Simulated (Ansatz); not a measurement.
# Calculations on BSiNH6Cl2

Part 1: Relaxation

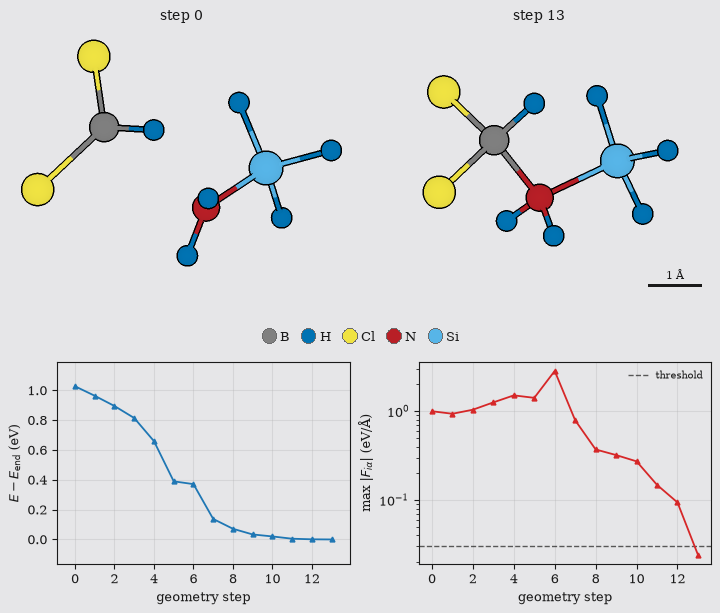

First and last geometry of a relaxation of BSiNH6Cl2, with the history of the run. Style: ball-and-stick. Shown at a tilt.

The run prepares an end point of a later path (reaction) calculation, from a guessed geometry.

The calculation used Ansatz, RKS B3LYP-D4/6-31G*. (no spin polarisation; force threshold 0.03 eV/Å; at most 50 steps)

### Did the run converge, and what did it change?

It converged. The energy falls by 1.028 eV in 13 geometry steps. Largest force component: 1 eV/Å at the start, 0.024 eV/Å at the end. An H atom moves most after the best rigid fit: 1.10 Å. By element the largest moves are H 1.10 Å, Cl 1.07 Å, B 0.75 Å, N 0.49 Å, Si 0.31 Å. Some distances before and after: B–N 2.742 → 1.639 Å, B–Si 3.894 → 2.910 Å, B–Cl 1.755 → 1.858 Å, N–Si 1.746 → 1.838 Å. New bonds form, among them: B–N (2.74 → 1.64 Å). Bond angles that change, for instance: Si–N–H 120.1° → 110.3°, H–N–Si 120.9° → 112.6°, H–B–Cl 119.9° → 112.3°.

| step | E − E(0), eV | largest force component, eV/Å |
| --- | --- | --- |
| 0 | 0.0000 | 0.9994 |
| 1 | -0.0638 | 0.9360 |
| 2 | -0.1325 | 1.0399 |
| 3 | -0.2131 | 1.2574 |
| 4 | -0.3683 | 1.5086 |
| 5 | -0.6379 | 1.4147 |
| 6 | -0.6566 | 2.8430 |
| 7 | -0.8902 | 0.7898 |
| 8 | -0.9562 | 0.3708 |
| 9 | -0.9942 | 0.3205 |
| 10 | -1.0076 | 0.2723 |
| 11 | -1.0229 | 0.1479 |
| 12 | -1.0268 | 0.0937 |
| 13 | -1.0278 | 0.0241 |

Part 2: Relaxation

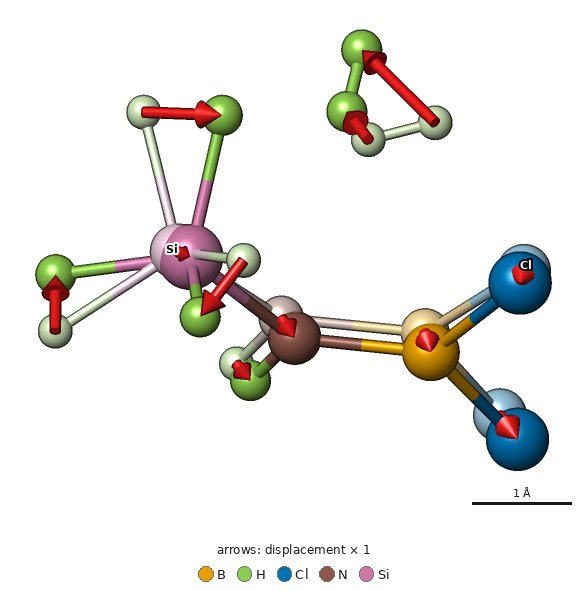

This is a relaxation of BSiNH₆Cl₂. The starting structure is drawn faded, the final one solid; red arrows show the displacements, at their true length. The two geometries are superimposed by the best rigid fit.

Style: ball-and-stick. Shown at a tilt.

The run prepares an end point of a later path (reaction) calculation, from a guessed geometry.

Computed with RKS B3LYP-D4/6-31G* in Ansatz 0.2.0.

Input
```yaml
crystal:
  periodic: [false, false, false]
  atoms:
    - { symbol: B, position_ang: [0.213018, -0.629474, -0.190321] }
    - { symbol: H, position_ang: [-0.719283, 0.733606, 1.553871] }
    - { symbol: Cl, position_ang: [1.655455, 0.392504, -0.200743] }
    - { symbol: Cl, position_ang: [-1.118697, -0.277135, -1.312696] }
    - { symbol: "N", position_ang: [0.096939, -1.778816, 0.723227] }
    - { symbol: H, position_ang: [-0.754417, -2.314939, 0.578049] }
    - { symbol: Si, position_ang: [1.256437, -2.446147, 1.866998] }
    - { symbol: H, position_ang: [1.06452, -3.922958, 1.858469] }
    - { symbol: H, position_ang: [2.631354, -2.09413, 1.432979] }
    - { symbol: H, position_ang: [1.0218, -1.94023, 3.250951] }
    - { symbol: H, position_ang: [-0.721626, 0.062719, 1.776216] }
basis:
  gaussian: { orbitals: "6-31G*" }
hamiltonian:
  xc: b3lyp
  dispersion: d4
relax:
  f_tol: 0.03
  max_steps: 50
```

Command:
```bash
ansatz run input.yaml --threads 2 --pin off --max-ram 3072MiB --backend cpu --events-out ev --progress --plain --runs-dir out
```

### Which element moves most?

Hydrogen: up to 1.31 Å, against 0.46 Å for chlorine.

### Describe the change and its energy.

The largest move after the best rigid fit is that of H2, 1.31 Å. Largest moves by element: H 1.31 Å, Cl 0.46 Å, B 0.31 Å, N 0.28 Å, Si 0.15 Å. Some distances before and after: B1–N5 1.473 → 1.398 Å, H2–H11 0.707 → 0.743 Å, N5–Si7 1.760 → 1.772 Å, Si7–H10 1.492 → 1.482 Å. Bond angles that change, for instance: B1–N5–H6 112.9° → 115.5°, B1–N5–Si7 130.3° → 128.0°. Groups turn about N5–Si7 by about 30°. Over 28 accepted moves (31 points after the start) the energy falls by 9.12 kcal/mol. The largest force component goes from 1.9 to 0.02 eV/Å. The line search rejected the trial steps at points 11, 12, 22 of the run. The forces were under the threshold at step 21, but the run went on from there. The run took 61 s on 2 threads of Intel(R) Xeon(R) 6975P-C (Granite Rapids), on a shared host, peak memory 0.25 GiB.

Limits of the set-up: the start holds two separate molecules, 2.3 Å apart at their closest, whose relative position is a soft coordinate.

Part 3: Path

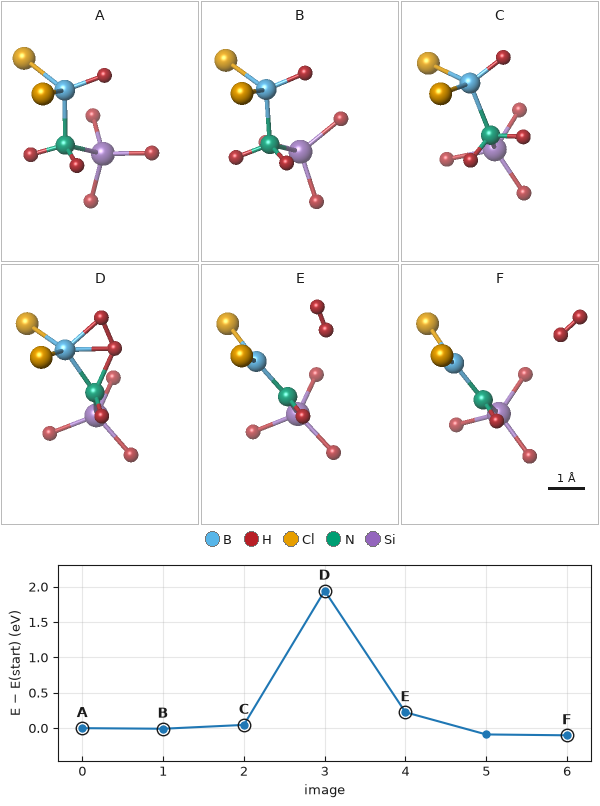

NEB run on BSiNH6Cl2. Images are numbered from 0 (start) to 6 (end). Frames A to F are images 0, 1, 2, 3, 4, 6. Style: ball-and-stick. Shown from a free direction.

Theory: RKS B3LYP-D4/6-31G* (Ansatz). Run with 5 movable images; climbing image; force threshold 0.03 eV/Å; iteration limit 60; starting path through a guess of the saddle point.

Q: Read off the barrier and say what moves.

A: Forward barrier 1.94 eV, backward barrier 2.05 eV, with image 3 at the top; the reaction energy is −0.10 eV. Breaking: B–H (1.20 → 3.80 Å), H–N (1.03 → 2.90 Å). Forming: H–H (2.68 → 0.74 Å). The band is converged. At the top, the vibrational analysis gives one imaginary mode (1502i cm⁻¹), as a transition state must have.

Cost: 3.5 min on 2 threads of Intel(R) Xeon(R) 6975P-C (Granite Rapids), on a shared host, peak memory 0.25 GiB.
